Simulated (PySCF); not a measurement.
# CH5AlBNO (SMILES N[BH][Al]1[CH2][O]1) at 6 levels

Wanted: a comparison of 6 runs (HF/3-21G, HF/def2-TZVP, B3LYP/6-31G*, BP86/6-31G**, wB97X/cc-pVDZ, PBE/6-31+G*) of CH5AlBNO. 

Program for the calculation: PySCF 2.14.0.

### Step 1. The molecule

CH5AlBNO: 10 atoms, total charge 0, spin state singlet. SMILES: `N[BH][Al]1[CH2][O]1`. Geometry: relaxed at PBE0-D4/def2-TZVP. This is one conformer, not always the lowest.

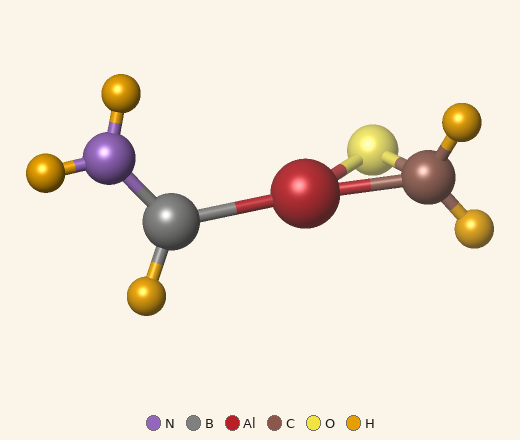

Viewed from a chosen angle; nitrogen purple, boron grey, aluminium red, carbon brown, oxygen yellow, hydrogen amber.

### Step 2. Energy and forces at HF/3-21G (run 1)

Contents of calc.py:

```python
import pyscf.grad
from pyscf import gto, scf

system = gto.M(
    atom='''
N     -1.733500    -1.681500     0.263300
B     -0.397400    -1.411600     0.508600
Al     0.551300     0.401100    -0.041400
C      1.426600     2.065800    -0.273200
O      1.145800     1.209100    -1.438900
H     -2.167800    -2.548400     0.540100
H     -2.367200    -1.062800    -0.213600
H      0.230100    -2.258800     1.081900
H      0.900100     3.020800    -0.315600
H      2.494900     2.215200    -0.108400
''',
    max_memory=1860,
    basis='3-21g',
    charge=0,
    verbose=3,
)

hf = scf.RHF(system)
hf.conv_tol = 1e-10
hf.kernel()
if not hf.converged:
    hf = hf.newton().run(hf.mo_coeff, hf.mo_occ)

e_tot = hf.e_tot
print('Final energy', e_tot)
grad = hf.Gradients().kernel()
hf.analyze()
```

Command:

```bash
$ OMP_NUM_THREADS=1 python calc.py
```

Log:

```text
converged SCF energy = -434.285721505338
[... 12 lines left out ...]
MO #3   energy= -15.5100987476279  occ= 2
[... 6 lines left out ...]
MO #10  energy= -1.27159090834788  occ= 2
[... 6 lines left out ...]
MO #17  energy= -0.547705379779622 occ= 2
[... 6 lines left out ...]
MO #24  energy= 0.0905508675384952 occ= 0
[... 6 lines left out ...]
MO #31  energy= 0.354884937969373  occ= 0
[... 6 lines left out ...]
MO #38  energy= 0.624291764701709  occ= 0
[... 6 lines left out ...]
MO #45  energy= 1.16517956324856   occ= 0
[... 6 lines left out ...]
MO #52  energy= 1.62726046574885   occ= 0
[... 6 lines left out ...]
MO #59  energy= 3.25883280759425   occ= 0
[... 11 lines left out ...]
Dipole moment(X, Y, Z, Debye): -3.68369, -2.85901,  2.74945
```

It took 2.4 s on 1 thread of Intel Xeon at 2.70GHz, shared host; peak memory 0.13 GiB.

### Step 3. Energy and forces at HF/def2-TZVP (run 2)

Contents of input.py:

```python
from pyscf import gto, scf

system = gto.M(
    atom='''
N     -1.733500    -1.681500     0.263300
B     -0.397400    -1.411600     0.508600
Al     0.551300     0.401100    -0.041400
C      1.426600     2.065800    -0.273200
O      1.145800     1.209100    -1.438900
H     -2.167800    -2.548400     0.540100
H     -2.367200    -1.062800    -0.213600
H      0.230100    -2.258800     1.081900
H      0.900100     3.020800    -0.315600
H      2.494900     2.215200    -0.108400
''',
    basis='def2-tzvp',
    max_memory=1860,
    verbose=3,
)

mf = scf.RHF(system)
mf.conv_tol = 1e-10
mf.kernel()
if not mf.converged:
    mf = mf.newton().run(mf.mo_coeff, mf.mo_occ)

e_final = mf.e_tot
print('E(%s) = %.9f' % ('HF', e_final))
grad = mf.nuc_grad_method().kernel()
mf.analyze()
```

Command:

```bash
$ OMP_NUM_THREADS=1 python input.py
```

Log:

```text
converged SCF energy = -436.773001590326
[... 16 lines left out ...]
MO #7   energy= -3.18480411930489  occ= 2
[... 22 lines left out ...]
MO #30  energy= 0.198741578018647  occ= 0
[... 22 lines left out ...]
MO #53  energy= 0.626017702290449  occ= 0
[... 22 lines left out ...]
MO #76  energy= 1.07530134038085   occ= 0
[... 22 lines left out ...]
MO #99  energy= 1.90295117528663   occ= 0
[... 22 lines left out ...]
MO #122 energy= 2.56222535512301   occ= 0
[... 22 lines left out ...]
MO #145 energy= 3.51640523809078   occ= 0
[... 22 lines left out ...]
MO #168 energy= 5.48600498389426   occ= 0
[... 22 lines left out ...]
MO #191 energy= 45.3311953012372   occ= 0
[... 11 lines left out ...]
Dipole moment(X, Y, Z, Debye): -3.30257, -2.79728,  2.45834
```

It took 71 s on 1 thread of Intel Xeon at 2.70GHz, shared host; peak memory 1.4 GiB.

Runs 3 to 5 aren't shown in full; the table further down has their settings and results.

### Step 4. Energy and forces at PBE/6-31+G(d) (spherical functions) (run 6)

Contents of input.py:

```python
# N[BH][Al]1[CH2][O]1
from pyscf import gto, dft

mol = gto.M(
    atom='''
N     -3.275840    -3.177574     0.497565
B     -0.750977    -2.667537     0.961115
Al     1.041806     0.757969    -0.078235
C      2.695883     3.903796    -0.516273
O      2.165248     2.284868    -2.719127
H     -4.096548    -4.815778     1.020641
H     -4.473360    -2.008401    -0.403646
H      0.434826    -4.268513     2.044495
H      1.700942     5.708485    -0.596398
H      4.714678     4.186121    -0.204846
''',
    max_memory=1860,
    basis='6-31+g*',
    unit='bohr',
    spin=0,
    verbose=3,
)

mf = dft.RKS(mol, xc='pbe')
mf.conv_tol = 1e-10
mf.grids.level = 5
mf.kernel()
if not mf.converged:
    mf = mf.newton().run(mf.mo_coeff, mf.mo_occ)

e_tot = mf.e_tot
print('Final energy', e_tot)
grad = mf.nuc_grad_method().kernel()
dip = mf.dip_moment()
pop, q = mf.mulliken_pop()
```

Command:

```bash
$ OMP_NUM_THREADS=1 python input.py
```

Log:

```text
converged SCF energy = -437.977575814919
Final energy -437.97757581491874
[... 8 lines left out ...]
Dipole moment(X, Y, Z, Debye): -3.29992, -2.41331,  1.87192
[... 115 lines left out ...]
charge of    9H =      0.20095
```

It took 56 s on 1 thread of Intel Xeon at 2.70GHz, shared host; peak memory 1.1 GiB.

### Step 5. Overview of the runs

```csv
run,level,integration grid,energy (Eh),dipole moment (D),HOMO energy (eV),LUMO energy (eV),wall time
1,HF/3-21G,–,-434.285722,5.41,-8.49,1.90,2.4 s
2,HF/def2-TZVP,–,-436.773002,4.98,-8.68,1.47,71 s
3,B3LYP/6-31G* (spherical functions),5,-438.368251,4.62,-5.45,-1.24,40 s
4,BP86/6-31G** (spherical functions),5,-438.370627,4.41,-4.61,-1.95,51 s
5,wB97X/cc-pVDZ,5,-438.311686,4.83,-8.04,0.85,90 s
6,PBE/6-31+G* (spherical functions),5,-437.977576,4.50,-4.77,-2.20,56 s
```

### Step 6. Results

```
                       quantity          value
            run 6: total energy  -437.97758 Eh
           run 6: dipole moment         4.50 D
             run 6: HOMO energy       -4.77 eV
             run 6: LUMO energy       -2.20 eV
           run 6: HOMO–LUMO gap        2.57 eV
run 6: largest force on an atom     1.470 eV/Å
```

What this shows: The dipole moment (its size) runs from 4.41 D (BP86/6-31G**) to 5.41 D (HF/3-21G). The two ends differ in method and basis. The HOMO–LUMO gap runs from 2.57 eV (PBE/6-31+G*) to 10.39 eV (HF/3-21G). Totals of different functionals can't be ranked against each other. All runs together took 5.2 min, the longest 90 s.
